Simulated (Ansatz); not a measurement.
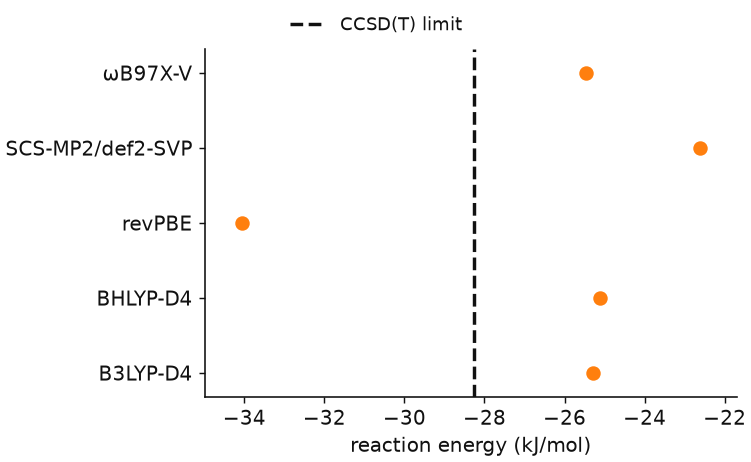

Electronic reaction energy of SiN₂H₅Cl (N[SiH](N)Cl) + HBr (Br) → SiNH₃BrCl (N[SiH](Cl)Br) + NH₃ (N) (SMILES in brackets) at several levels (functionals in def2-TZVPP unless a basis is named), isolated molecules at PBE0-D4 triple-zeta geometries, minima by their frequencies, no zero-point or thermal terms, the Ansatz code 0.2.0. The line is frozen-core CCSD(T) at the basis limit (MP2 extrapolated from triple and quadruple zeta, plus CCSD(T) less MP2 in a smaller set). No dispersion term is added to revPBE. The distance of SCS-MP2/def2-SVP to the limit includes basis error. The limit lies 5.1 kJ/mol from CCSD(T)/def2-TZVPP, so the line itself is uncertain by a part of that.

### Which level comes closest to the line (CCSD(T) limit), and which misses most?

Closest ωB97X-V (−25.5 kJ/mol), against −28.3 kJ/mol; farthest revPBE (−34.1 kJ/mol).

### What do zero-point energy and temperature add?

Zero-point change 7.8 kJ/mol; at 298.15 K and 1 bar the CCSD(T) limit plus thermal terms gives an enthalpy of reaction of −19.6 and a free energy of −22.5 kJ/mol (harmonic PBE0-D4 modes, ideal gas).

Caveats: no scalar relativity up to krypton; outer-core shells are correlated without core-valence functions, which makes the correlated values less sure.
